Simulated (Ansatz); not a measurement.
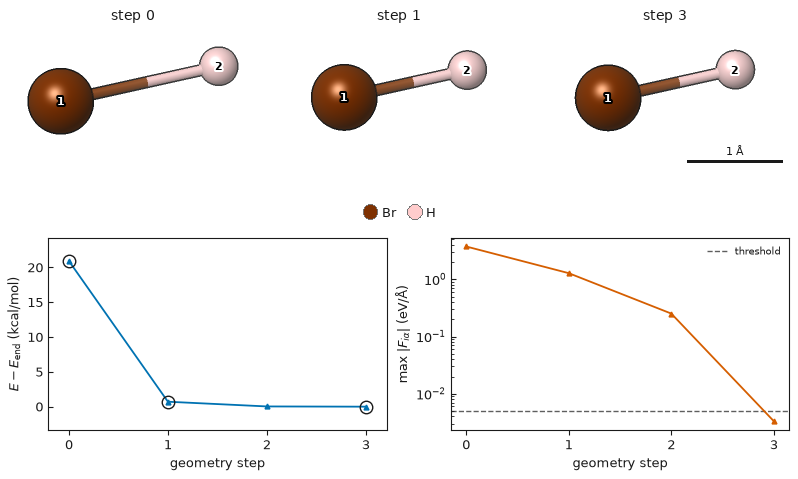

Frames of a relaxation of HBr, marked on the history of the run. The picture is a ball-and-stick view, seen from a free direction.

Level of theory: Ansatz 0.2.0, RKS PBE0-D4/def2-TZVP.

Input file:
```yaml
crystal:
  periodic: [false, false, false]
  atoms:
    - {symbol: Br, position_ang: [-0.241869, 0.274554, -2.804256]}
    - {symbol: H, position_ang: [-0.152747, -0.357297, -1.159959]}
basis:
  gaussian: {orbitals: def2-TZVP}
hamiltonian: {xc: pbe0, dispersion: d4}
relax: {f_tol: 0.005, max_steps: 200}
```

Command:
```bash
ansatz run in.yaml --threads 4 --pin off --events-out ev --progress --plain --max-ram 9574MiB
```

> What happens along the run?

Over 3 geometry steps the energy falls by 20.9 kcal/mol. The largest force component goes from 3.7 to 0.0033 eV/Å. The largest moves after the best rigid fit, 0.17 Å, are those of Br1 and H2. Largest moves by element: H 0.17 Å, Br 0.17 Å. Near-neighbour distances that change, for instance: Br1–H2 1.764 → 1.421 Å. Cost: 1.2 s on 4 threads of Arm Neoverse V1, with other jobs on the host. From step 0 to 1: Br and H atoms move most (0.20 Å), energy −20.2 kcal/mol. From step 1 to 3: Br and H atoms move most (0.02 Å), energy −0.71 kcal/mol.

```
step  E − E(0), kcal/mol  largest force component, eV/Å
   0                0.00                         3.7441
   1              -20.21                         1.2796
   2              -20.89                         0.2515
   3              -20.92                         0.0033
```
